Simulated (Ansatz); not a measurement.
AlN$_{2}$H$_{6}$F$_{3}$: molecular dynamics (part 4 of 4)

AlN$_{2}$H$_{6}$F$_{3}$; RKS revPBE-D4/def2-SVP (Ansatz 0.2.0). It belongs to a series of runs on one base structure; here: dynamics from the highest image of the converged band.

Geometry of the input (Å):
```
Al -0.1224  -1.6932  0.4715
N  -1.0523  -0.1227  -0.3638
F  -0.0912  -2.8036  -0.7993
F  -1.1113  -2.0319  1.7965
H  1.4881  0.9153  0.2998
F  1.3785  -0.9767  0.8472
H  -0.3805  0.6884  -0.3585
N  1.2839  1.8477  -0.0763
H  -1.8993  0.1482  0.1550
H  -1.3294  -0.3121  -1.3371
H  1.2080  1.9230  -1.0887
H  0.6277  2.4176  0.4538
```

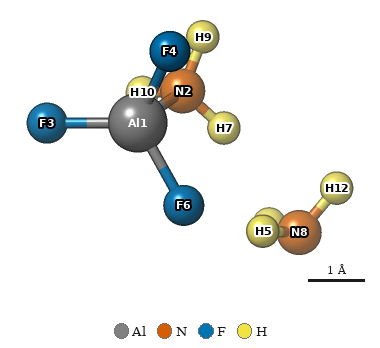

*The geometry at step 162 of the log (ball-and-stick view, seen at a tilt; atoms are numbered from 1 in the order of the input).*

Trajectory as extended XYZ, continued
```
12
Properties=species:S:1:pos:R:3:forces:R:3 step=119 time_fs=59.5 energy=-17817.24373 temperature=49.8
Al   -0.1399   -1.7172    0.4733    0.5709  -0.5877  -0.5374
N    -1.0242   -0.1760   -0.4107   -0.0370  -0.2150  -1.2100
F    -0.1342   -2.8960   -0.7692   -0.0058   0.4311   0.4714
F    -1.1150   -2.0185    1.8123   -0.0591   0.0629   0.0584
H     1.6216    1.0669    0.2160   -0.1925   0.1922   0.0156
F     1.3773   -0.9774    0.7815   -0.2732  -0.1164  -0.0189
H    -0.3700    0.6269   -0.3543    0.1170   0.3072   0.0777
N     1.3508    2.0383   -0.0101    0.2016  -0.2614  -0.1144
H    -1.8878    0.0629    0.0592   -0.6201   0.3263   0.5402
H    -1.2954   -0.2997   -1.4159    0.3950  -0.0821   0.6415
H     1.0234    2.1371   -0.9734    0.0207  -0.0017  -0.0314
H     0.6762    2.4230    0.6506   -0.1175  -0.0554   0.1074
12
Properties=species:S:1:pos:R:3:forces:R:3 step=124 time_fs=62.0 energy=-17817.24259 temperature=48.8
Al   -0.1393   -1.7195    0.4787    0.7371  -0.6209  -0.8649
N    -1.0228   -0.1811   -0.4155   -0.6867   0.0866   0.2504
F    -0.1387   -2.9014   -0.7734    0.0053   0.5644   0.6388
F    -1.1166   -2.0151    1.8099   -0.1377   0.0344   0.1941
H     1.6224    1.0779    0.2343   -0.1612   0.0271  -0.0098
F     1.3810   -0.9726    0.7781   -0.3652  -0.1804  -0.0097
H    -0.3902    0.6302   -0.3329    0.3246   0.4086   0.0308
N     1.3530    2.0416   -0.0084   -0.2981   0.2056   0.4998
H    -1.9006    0.0595    0.0752    0.1205   0.0126   0.0046
H    -1.2769   -0.2880   -1.4025    0.0989  -0.1858  -0.2253
H     1.0235    2.1325   -0.9702   -0.0216  -0.0230  -0.0815
H     0.6680    2.4369    0.6647    0.3841  -0.3290  -0.4274
12
Properties=species:S:1:pos:R:3:forces:R:3 step=130 time_fs=65.0 energy=-17817.23039 temperature=39.4
Al   -0.1363   -1.7241    0.4826    0.7858  -0.5389  -1.0667
N    -1.0246   -0.1861   -0.4194   -0.3185   1.0297   1.1946
F    -0.1440   -2.9055   -0.7758    0.0277   0.6160   0.7218
F    -1.1191   -2.0108    1.8078   -0.1705   0.0101   0.2785
H     1.6118    1.0908    0.2555   -0.0241  -0.2497  -0.0359
F     1.3838   -0.9675    0.7740   -0.4125  -0.2341   0.0064
H    -0.3951    0.6574   -0.3064   -0.1429  -0.4020  -0.1515
N     1.3542    2.0465   -0.0042    0.0522   0.0896  -0.1537
H    -1.9063    0.0557    0.0930    0.4584  -0.2044  -0.4367
H    -1.2479   -0.2880   -1.4055   -0.1188  -0.1554  -0.5316
H     1.0229    2.1251   -0.9706    0.0417  -0.0469   0.0875
H     0.6809    2.4328    0.6553   -0.1785   0.0861   0.0874
12
Properties=species:S:1:pos:R:3:forces:R:3 step=135 time_fs=67.5 energy=-17817.22973 temperature=38.9
Al   -0.1320   -1.7293    0.4834    0.7047  -0.4219  -1.0343
N    -1.0275   -0.1860   -0.4180    0.4801   0.6241  -0.3309
F    -0.1483   -2.9068   -0.7753    0.0483   0.5754   0.6925
F    -1.1217   -2.0072    1.8070   -0.1330   0.0065   0.2521
H     1.6002    1.0884    0.2705   -0.0470  -0.0141  -0.1349
F     1.3848   -0.9641    0.7706   -0.4062  -0.2610   0.0148
H    -0.4045    0.6602   -0.2930   -0.1119  -0.4298  -0.2120
N     1.3553    2.0511   -0.0011    0.4145  -0.3618  -0.2381
H    -1.8870    0.0415    0.0839   -0.5188   0.0059  -0.0181
H    -1.2295   -0.2979   -1.4364    0.0398   0.0165   0.6465
H     1.0244    2.1161   -0.9670    0.0055  -0.0335   0.0238
H     0.6838    2.4322    0.6493   -0.4759   0.2937   0.3386
12
Properties=species:S:1:pos:R:3:forces:R:3 step=141 time_fs=70.5 energy=-17817.25104 temperature=55.3
Al   -0.1247   -1.7367    0.4812    0.4676  -0.2236  -0.7449
N    -1.0288   -0.1830   -0.4176    0.0479  -0.2817  -0.1806
F    -0.1533   -2.9060   -0.7718    0.0689   0.4341   0.5433
F    -1.1254   -2.0028    1.8071   -0.0164   0.0142   0.1179
H     1.5823    1.0846    0.2784   -0.0720   0.1110  -0.1156
F     1.3843   -0.9611    0.7666   -0.3567  -0.2725   0.0152
H    -0.4196    0.6378   -0.2920    0.3889   0.3886  -0.0558
N     1.3584    2.0548    0.0021   -0.2045  -0.0413   0.6115
H    -1.9013    0.0243    0.0703   -0.4638   0.0392  -0.0215
H    -1.2060   -0.3093   -1.4304   -0.0592   0.0027   0.3350
H     1.0257    2.1029   -0.9621   -0.0786   0.0065  -0.0913
H     0.6595    2.4485    0.6593    0.2779  -0.1772  -0.4132
12
Properties=species:S:1:pos:R:3:forces:R:3 step=146 time_fs=73.0 energy=-17817.25723 temperature=60.2
Al   -0.1175   -1.7434    0.4776    0.1719   0.0086  -0.3632
N    -1.0295   -0.1811   -0.4179   -0.5502  -0.0540   1.2582
F    -0.1572   -2.9038   -0.7670    0.0854   0.2396   0.3351
F    -1.1286   -1.9991    1.8076    0.1189   0.0177  -0.0361
H     1.5632    1.0870    0.2778    0.0080  -0.1039   0.0245
F     1.3827   -0.9595    0.7633   -0.2701  -0.2581   0.0152
H    -0.4119    0.6373   -0.2958    0.1760   0.3375   0.0174
N     1.3604    2.0576    0.0070   -0.3060   0.1265   0.1836
H    -1.9414    0.0124    0.0568    0.5458  -0.0557  -0.3994
H    -1.1901   -0.3190   -1.4050   -0.2180  -0.1387  -0.8178
H     1.0228    2.0922   -0.9622    0.0099   0.0435   0.0917
H     0.6508    2.4546    0.6475    0.2284  -0.1630  -0.3092
12
Properties=species:S:1:pos:R:3:forces:R:3 step=151 time_fs=75.5 energy=-17817.26567 temperature=66.6
Al   -0.1099   -1.7501    0.4732   -0.1597   0.2756   0.0668
N    -1.0320   -0.1795   -0.4138    0.0979   0.2039   0.2640
F    -0.1608   -2.9008   -0.7612    0.1002  -0.0038   0.0756
F    -1.1313   -1.9954    1.8079    0.2605   0.0152  -0.1918
H     1.5443    1.0845    0.2782    0.0532  -0.0941   0.0946
F     1.3802   -0.9588    0.7600   -0.1453  -0.2235   0.0194
H    -0.3957    0.6541   -0.2993   -0.4247  -0.2746  -0.0254
N     1.3613    2.0607    0.0126    0.2148  -0.2926  -0.5585
H    -1.9555   -0.0015    0.0230    0.3339   0.1122  -0.1084
H    -1.1852   -0.3355   -1.4176   -0.0126  -0.0054  -0.0898
H     1.0204    2.0842   -0.9578    0.0918   0.0781   0.0927
H     0.6524    2.4530    0.6203   -0.4101   0.2091   0.3608
12
Properties=species:S:1:pos:R:3:forces:R:3 step=157 time_fs=78.5 energy=-17817.24189 temperature=48.4
Al   -0.1013   -1.7573    0.4682   -0.5124   0.5700   0.5706
N    -1.0342   -0.1769   -0.4081    0.7023  -0.3833  -1.2131
F    -0.1647   -2.8974   -0.7539    0.1049  -0.2954  -0.2474
F    -1.1335   -1.9908    1.8075    0.3992   0.0076  -0.3434
H     1.5252    1.0767    0.2855    0.0084   0.1565   0.0672
F     1.3766   -0.9588    0.7562    0.0152  -0.1725   0.0284
H    -0.4065    0.6565   -0.3049   -0.3435  -0.1173   0.0148
N     1.3633    2.0628    0.0168   -0.0850  -0.2875   0.0263
H    -1.9552   -0.0077   -0.0216   -0.5340   0.3140   0.4296
H    -1.1791   -0.3545   -1.4341    0.2054   0.1652   0.7692
H     1.0237    2.0804   -0.9485    0.0422   0.0754  -0.1988
H     0.6287    2.4635    0.6104   -0.0028  -0.0328   0.0965
12
Properties=species:S:1:pos:R:3:forces:R:3 step=162 time_fs=81.0 energy=-17817.23602 temperature=43.7
Al   -0.0953   -1.7619    0.4653   -0.7282   0.7593   0.8979
N    -1.0334   -0.1763   -0.4080   -0.4492  -0.6693  -0.0440
F    -0.1677   -2.8954   -0.7487    0.0990  -0.4842  -0.4698
F    -1.1340   -1.9870    1.8060    0.4636  -0.0063  -0.4054
H     1.5103    1.0782    0.2962    0.0108   0.0879   0.0456
F     1.3736   -0.9594    0.7531    0.1425  -0.1292   0.0416
H    -0.4368    0.6520   -0.3086    0.2123   0.5182   0.0973
N     1.3646    2.0633    0.0201   -0.6224   0.1123   0.3219
H    -1.9791    0.0051   -0.0361    0.2216   0.0856   0.1536
H    -1.1626   -0.3614   -1.4078    0.0660  -0.0024  -0.2656
H     1.0300    2.0822   -0.9506    0.0809   0.0327  -0.0731
H     0.6063    2.4717    0.6101    0.5030  -0.3044  -0.2998
12
Properties=species:S:1:pos:R:3:forces:R:3 step=168 time_fs=84.0 energy=-17817.22771 temperature=37.3
Al   -0.0903   -1.7652    0.4645   -0.8879   0.8868   1.0313
N    -1.0347   -0.1788   -0.4078   -0.4844   0.0808   0.6457
F    -0.1708   -2.8952   -0.7444    0.0976  -0.5983  -0.6088
F    -1.1327   -1.9825    1.8026    0.4604  -0.0345  -0.3699
H     1.4940    1.0851    0.3125    0.0932  -0.1085  -0.0034
F     1.3707   -0.9607    0.7496    0.2920  -0.0736   0.0678
H    -0.4604    0.6800   -0.3065    0.0899   0.0227   0.0091
N     1.3631    2.0643    0.0252   -0.1800  -0.0567  -0.3361
H    -1.9902    0.0259   -0.0423    0.5410  -0.1714  -0.0770
H    -1.1385   -0.3702   -1.3991   -0.0755  -0.0493  -0.6961
H     1.0448    2.0866   -0.9568    0.1684  -0.0167   0.1679
H     0.6110    2.4626    0.5925   -0.1148   0.1187   0.1695
12
Properties=species:S:1:pos:R:3:forces:R:3 step=173 time_fs=86.5 energy=-17817.21659 temperature=28.8
Al   -0.0883   -1.7659    0.4664   -0.9203   0.8722   0.8798
N    -1.0377   -0.1808   -0.4053    0.6684   0.3543  -0.7975
F    -0.1730   -2.8970   -0.7428    0.1050  -0.5723  -0.5858
F    -1.1300   -1.9788    1.7984    0.3835  -0.0632  -0.2478
H     1.4860    1.0856    0.3258    0.1162  -0.0261  -0.0861
F     1.3693   -0.9620    0.7469    0.3952  -0.0319   0.0912
H    -0.4731    0.7072   -0.3038   -0.1291  -0.6077  -0.0951
N     1.3608    2.0650    0.0284    0.1818  -0.3452  -0.1909
H    -1.9698    0.0341   -0.0500   -0.4064  -0.1104   0.1486
H    -1.1224   -0.3794   -1.4298   -0.0516   0.2216   0.6065
H     1.0671    2.0895   -0.9539    0.0694  -0.0216  -0.0740
H     0.6118    2.4600    0.5854   -0.4120   0.3303   0.3511
12
Properties=species:S:1:pos:R:3:forces:R:3 step=178 time_fs=89.0 energy=-17817.22655 temperature=36.4
Al   -0.0884   -1.7646    0.4701   -0.8398   0.7396   0.5353
N    -1.0384   -0.1816   -0.4057    0.5320   0.0980  -0.8267
F    -0.1749   -2.9006   -0.7431    0.1137  -0.4360  -0.4450
F    -1.1260   -1.9753    1.7935    0.2425  -0.0937  -0.0542
H     1.4845    1.0846    0.3342    0.0717   0.0683  -0.1132
F     1.3691   -0.9635    0.7445    0.4512  -0.0050   0.1072
H    -0.4909    0.7032   -0.3058    0.1592  -0.2761  -0.0340
N     1.3590    2.0643    0.0310   -0.3279  -0.0580   0.5454
H    -1.9690    0.0350   -0.0503   -0.4828  -0.1575   0.1094
H    -1.1099   -0.3770   -1.4314   -0.1275   0.1918   0.6065
H     1.0934    2.0913   -0.9549   -0.0460  -0.0062  -0.2007
H     0.5934    2.4738    0.5950    0.2538  -0.0652  -0.2299
12
Properties=species:S:1:pos:R:3:forces:R:3 step=184 time_fs=92.0 energy=-17817.23009 temperature=39.3
Al   -0.0908   -1.7609    0.4761   -0.6115   0.4977  -0.0556
N    -1.0372   -0.1820   -0.4096   -0.7031  -0.1191   0.8458
F    -0.1767   -2.9067   -0.7453    0.1250  -0.1866  -0.1780
F    -1.1204   -1.9716    1.7875    0.0096  -0.1333   0.2495
H     1.4884    1.0873    0.3363    0.0363  -0.0305  -0.0277
F     1.3707   -0.9652    0.7420    0.4495   0.0060   0.1154
H    -0.4970    0.6829   -0.3096    0.5038   0.4414   0.1311
N     1.3550    2.0633    0.0366   -0.3457   0.0947   0.0946
H    -1.9947    0.0222   -0.0456    0.5166  -0.2832  -0.2243
H    -1.1059   -0.3624   -1.4012   -0.2385  -0.1562  -0.8868
H     1.1224    2.0929   -0.9667   -0.0056   0.0131   0.2240
H     0.5887    2.4860    0.5903    0.2635  -0.1441  -0.2881
12
Properties=species:S:1:pos:R:3:forces:R:3 step=189 time_fs=94.5 energy=-17817.25367 temperature=57.2
Al   -0.0944   -1.7565    0.4810   -0.3578   0.3016  -0.6160
N    -1.0385   -0.1827   -0.4102   -0.0143   0.0697   0.0537
F    -0.1778   -2.9125   -0.7477    0.1376   0.0271   0.0642
F    -1.1156   -1.9689    1.7832   -0.2021  -0.1667   0.5242
H     1.4941    1.0884    0.3358    0.0225  -0.0578   0.0557
F     1.3736   -0.9667    0.7404    0.4032   0.0009   0.1162
H    -0.4738    0.6868   -0.3057    0.0205  -0.0543   0.0840
N     1.3503    2.0626    0.0419    0.3657  -0.2988  -0.5014
H    -1.9918   -0.0050   -0.0528    0.1828  -0.0384  -0.0099
H    -1.1167   -0.3569   -1.4176   -0.1054  -0.0549  -0.2211
H     1.1458    2.0952   -0.9659   -0.0011   0.0433   0.1838
H     0.5995    2.4887    0.5698   -0.4516   0.2281   0.2666
12
Properties=species:S:1:pos:R:3:forces:R:3 step=195 time_fs=97.5 energy=-17817.22943 temperature=38.8
Al   -0.0997   -1.7504    0.4850   -0.0298   0.0980  -1.1770
N    -1.0397   -0.1833   -0.4114    0.8857   0.0157  -1.2356
F    -0.1785   -2.9192   -0.7503    0.1458   0.2470   0.3126
F    -1.1108   -1.9664    1.7804   -0.4112  -0.1924   0.7888
H     1.5022    1.0863    0.3397   -0.0489   0.0368   0.0972
F     1.3788   -0.9684    0.7389    0.2934  -0.0257   0.1085
H    -0.4465    0.6858   -0.2950   -0.4258  -0.4221  -0.0088
N     1.3463    2.0604    0.0461    0.1059  -0.1510   0.1546
H    -1.9807   -0.0389   -0.0592   -0.4954   0.2604   0.3426
H    -1.1364   -0.3533   -1.4466    0.1189   0.1298   0.8596
H     1.1729    2.1013   -0.9554   -0.0759   0.0600  -0.2978
H     0.5838    2.5056    0.5615   -0.0626  -0.0565   0.0553
12
Properties=species:S:1:pos:R:3:forces:R:3 step=200 time_fs=100.0 energy=-17817.23726 temperature=44.6
Al   -0.1042   -1.7451    0.4855    0.2129  -0.0498  -1.4087
N    -1.0374   -0.1837   -0.4171   -0.2394  -0.3100  -0.0078
F    -0.1786   -2.9241   -0.7515    0.1396   0.3842   0.4505
F    -1.1081   -1.9649    1.7807   -0.4951  -0.1883   0.8808
H     1.5061    1.0862    0.3489   -0.1023   0.0497   0.0697
F     1.3841   -0.9700    0.7380    0.1578  -0.0652   0.0928
H    -0.4473    0.6622   -0.2859   -0.1052   0.1751   0.0269
N     1.3435    2.0578    0.0499   -0.3824   0.2357   0.2287
H    -1.9948   -0.0524   -0.0461    0.3243   0.1955   0.0715
H    -1.1468   -0.3437   -1.4262    0.0878  -0.0244  -0.1216
H     1.1913    2.1100   -0.9608   -0.0420  -0.0030  -0.0115
H     0.5642    2.5176    0.5597    0.4442  -0.3997  -0.2712
```

Key numbers

| quantity | value |
| --- | --- |
| outcome | finished |
| mean temperature over the second half | 49 K |
| trajectory | 200 steps, 100 fs |
| ensemble | nve |
| temperature in the input | 100.0 K |
| time step | 0.5 fs |
| potential energy (last step) | −17817.2373 eV |
| mean-field energy (last step) | −17816.6957 eV |
| largest force (length of the vector) (last step) | 1.426 eV/Å |
| wall time | 6.7 min (CPU time 13 min) |
| peak memory | 0.14 GiB |

Remarks

So short a trajectory is not equilibrated.
